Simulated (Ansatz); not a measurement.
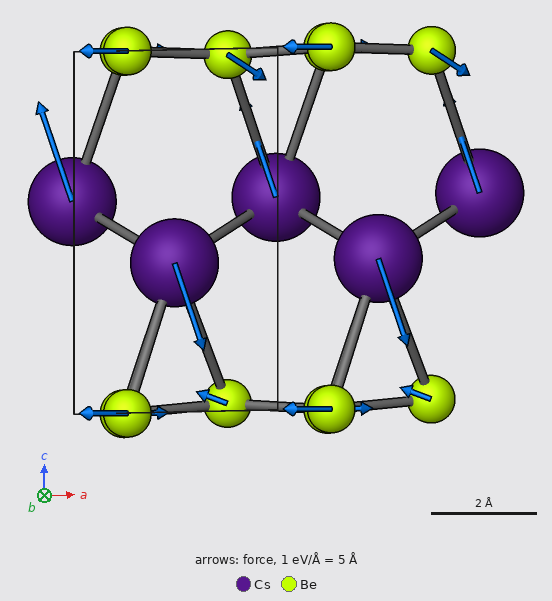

Starting geometry of crystalline CsBe2 (a generated structure, set up in P1) (coarse preliminary run) with the computed forces as blue arrows. Style: ball-and-stick. Shown: the cell of the calculation, repeated 2 × 1 × 1 with one cell outlined, along the b axis.

Computed with Ansatz 0.2.0, DFT PBE, scalar-relativistic, plane waves, PAW. (plane-wave cutoff 420 eV; k-point mesh 4 × 4 × 4; occupations gaussian; smearing width 0.1 eV; no spin polarisation; cell and atoms relaxed; force threshold 0.04 eV/Å; at most 70 steps)

### Is this structure relaxed? If not, where do the atoms go?

It isn't relaxed: the largest force vector, on a Cs atom, is 0.41 eV/Å. The final displacements follow the starting forces only in part (cosine between the two patterns 0.78). After 13 accepted moves (15 points after the start) the energy has fallen by 314 meV per atom. Largest force component: 0.39 eV/Å at the start, 0.021 eV/Å at the end. The pressure goes from 1.01 to 0.06 GPa. The SCF was repeated twice at an unchanged geometry on a basis and grid sized afresh for the cell, which shifted the energy by 24.6 meV per atom at most. The largest moves relative to the cell, 1.53 Å, are those of Cs atoms. Largest moves by element: Cs 1.53 Å, Be 0.15 Å. The drawn cell changes as follows: a 3.901 → 3.805 Å (−2.5 %), b 4.778 → 4.342 Å (−9.1 %), c 6.934 → 11.281 Å (+62.7 %), β 88.8° → 87.3°, γ 89.4° → 90.0°; the volume changes by +44.1 %. Some distances before and after: Cs–Cs 3.336 → 5.883 Å, Cs–Cs 3.286 → 5.774 Å, Cs–Cs 3.314 → 5.797 Å, Cs–Cs 3.321 → 5.687 Å. Bonds break: Cs–Cs (3.29 → 5.77 Å), Cs–Cs (3.31 → 5.80 Å), Cs–Cs (3.32 → 5.69 Å), Cs–Cs (3.34 → 5.88 Å). Bond angles that change, for instance: Be–Cs–Be 79.4° → 68.5°, Be–Cs–Be 71.3° → 61.3°, Be–Cs–Be 79.3° → 69.7°. The space group stays P1 (No. 1). Cost: 2.7 min on 1 thread of Arm Neoverse V2, on a shared host, peak memory 0.42 GiB.

Limits of the set-up: the k-point mesh is coarse for a cell with partly filled bands.
